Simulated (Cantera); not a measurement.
Feed: 1 mol B2H6, a varied amount of H2O, 1.8 mol N2, at 2275 K and 75.0 Torr.

Cantera equilibrium calculation (NASA polynomials, part measured and part estimated; ideal gas, pure solids and liquids). Candidate condensed phases: B, BN, B2O3, B3O3H3, H2O; 39 gas species. The feed counts by its element totals alone. The tables' values for BH2 are old estimates; treat these amounts as uncertain. The numbers say what is thermodynamically allowed, not how fast it happens.

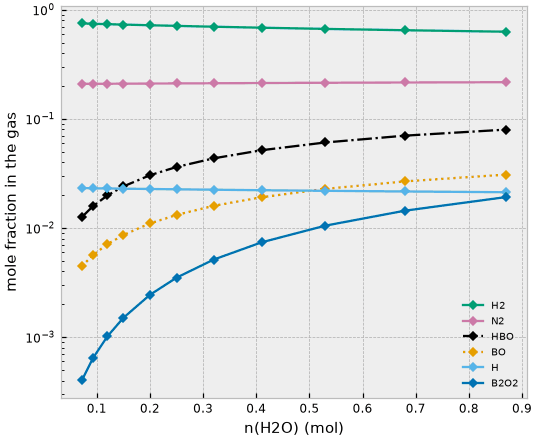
Fig. 1. Equilibrium gas composition (values under 1e-9 drawn at 1e-9)

Problem. Read off the mole fractions at 0.093 mol H2O.

Solution. H2 about 0.74, N2 about 0.21, H about 0.023, HBO about 0.016, BO about 0.0057, B2O2 about 0.00065.
